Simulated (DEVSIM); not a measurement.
Structure: Schottky contact on p-type Si, at 250 K.

| layer (left to right) | material | thickness (μm) | Na (cm⁻³) | τn (s) | τp (s) |
|---|---|---|---|---|---|
| 1 | Si | 1.80 | 2.2e15 | 3.3e-5 | 3.3e-5 |
| 2 | Si | 3.10 | 1.2e18 | 3.3e-5 | 3.3e-5 |

Left contact: Schottky, work function 4.604 eV, emission velocity 9.9e6 cm/s. Right contact: ohmic. Voltage is applied to the left contact. Recombination: SRH at mid-gap, Auger. Gap narrowing is on: ΔEg = 6.92 meV × (l + √(l² + 0.5)), l = ln(N/1.3e17 cm⁻³), shared equally by both band edges. Mobility is μmin + (μ − μmin)/(1 + (N/Nref)^α).

The device is made up for the run: typed textbook-type constants, with dimensions and the other settings drawn at random. Values at 300 K; Nc and Nv go as T^1.5, mobilities as T to minus their exponent, the gap by Varshni's rule with the affinity fixed.

| parameter | Si |
|---|---|
| gap (eV) | 1.124 |
| affinity (eV) | 4.05 |
| permittivity | 11.7 |
| Nc (cm⁻³) | 2.86e19 |
| Nv (cm⁻³) | 3.1e19 |
| μn (cm²/Vs) | 1417 |
| μp (cm²/Vs) | 470 |
| μn,min | 52 |
| μp,min | 45 |
| Nref,n | 9.7e16 |
| Nref,p | 2.2e17 |
| αn | 0.68 |
| αp | 0.72 |
| T exponent of μn | 2.3 |
| T exponent of μp | 2.2 |
| Cn (cm⁶/s) | 2.8e-31 |
| Cp (cm⁶/s) | 9.9e-32 |
| Varshni α (eV/K) | 0.000473 |
| Varshni β (K) | 636 |

Model (solved in DEVSIM): 1D drift-diffusion, Boltzmann statistics, complete ionisation; no tunnelling, impact ionisation, image-force lowering or self-heating. Metal contacts follow the ideal Schottky-Mott rule: no Fermi-level pinning, no interface dipoles.

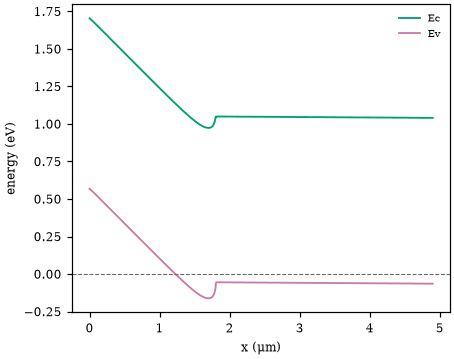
*Band edges at -1.15 V on the left contact*

Energies count from the Fermi level of the right contact; mesh points crowd at the junctions.

| x (μm) | Ec (eV) | Ev (eV) | n (cm⁻³) | p (cm⁻³) | field (V/cm) |
|---|---|---|---|---|---|
| 0.000 | 1.704 | 0.568 | 8.0e7 | 7.1e14 | -3800 |
| 0.02380 | 1.694 | 0.559 | 7.7e7 | 1.4e15 | -4200 |
| 0.07055 | 1.674 | 0.538 | 7.4e7 | 2.0e15 | -4600 |
| 0.1624 | 1.631 | 0.495 | 7.3e7 | 2.2e15 | -4700 |
| 0.4416 | 1.500 | 0.364 | 7.3e7 | 2.2e15 | -4700 |
| 0.8912 | 1.290 | 0.154 | 7.4e7 | 2.2e15 | -4700 |
| 1.335 | 1.087 | -0.048 | 3.8e9 | 2.3e15 | -4300 |
| 1.628 | 0.982 | -0.154 | 5.0e11 | 3.5e15 | -2100 |
| 1.725 | 0.976 | -0.160 | 6.7e11 | 7.2e15 | 1700 |
| 1.774 | 0.999 | -0.137 | 2.3e11 | 2.6e16 | 9800 |
| 1.799 | 1.045 | -0.091 | 2.7e10 | 2.3e17 | 37000 |
| 1.832 | 1.050 | -0.055 | 2.1e10 | 1.2e18 | -26 |
| 1.888 | 1.050 | -0.055 | 2.1e10 | 1.2e18 | -30 |
| 1.998 | 1.049 | -0.055 | 2.0e10 | 1.2e18 | -30 |
| 2.314 | 1.048 | -0.056 | 1.9e10 | 1.2e18 | -30 |
| 2.841 | 1.047 | -0.058 | 1.5e10 | 1.2e18 | -30 |
| 3.736 | 1.044 | -0.061 | 9.2e9 | 1.2e18 | -30 |
| 4.324 | 1.042 | -0.062 | 4.7e9 | 1.2e18 | -30 |
| 4.686 | 1.041 | -0.064 | 1.8e9 | 1.2e18 | -30 |
| 4.804 | 1.041 | -0.064 | 8.1e8 | 1.2e18 | -30 |
| 4.864 | 1.040 | -0.064 | 3.1e8 | 1.2e18 | -30 |
| 4.900 | 1.040 | -0.064 | < 1e2 | 1.2e18 | -30 |
